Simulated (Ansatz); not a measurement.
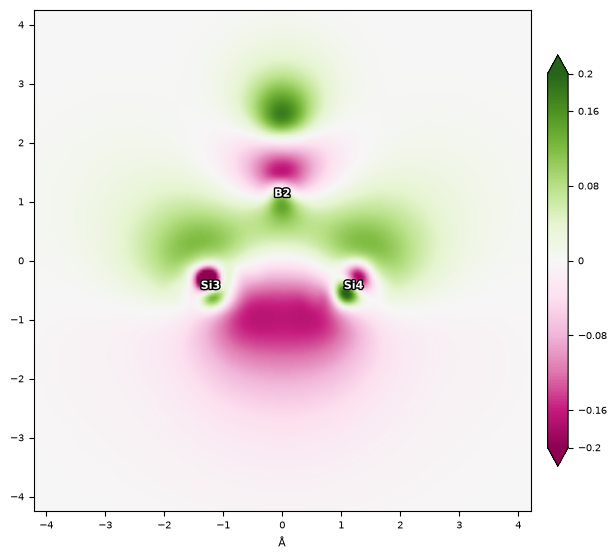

BFH₄Si₂ (SMILES FB1[SiH2][SiH2]1). The LUMO on the plane of atoms B2, Si4 and Si3 (values in Å⁻³ᐟ²; the overall sign is arbitrary).

Geometry: PBE0-D4/def2-TZVP.

Level of theory: RKS PBE0-D4/def2-TZVPP (Ansatz 0.2.0).

```yaml
atoms:
  - { symbol: F, position_ang: [1.4922, -0.5198, 1.9663] }
  - { symbol: B, position_ang: [0.9769, -0.2631, 0.7819] }
  - { symbol: Si, position_ang: [-0.0371, 1.2371, 0.0008] }
  - { symbol: Si, position_ang: [-0.3640, -1.1371, -0.3706] }
  - { symbol: H, position_ang: [0.2735, 1.6335, -1.3950] }
  - { symbol: H, position_ang: [-0.7620, 2.3021, 0.7436] }
  - { symbol: H, position_ang: [-0.1145, -1.1647, -1.8331] }
  - { symbol: H, position_ang: [-1.3730, -2.1451, 0.0504] }
```

### Describe this orbital and give its energy.

Its weight (Hirshfeld) is mainly on B2 (about 40 %), Si3 (about 20 %), Si4 (about 20 %) and F1 (about 10 %). Its energy is −2.22 eV.
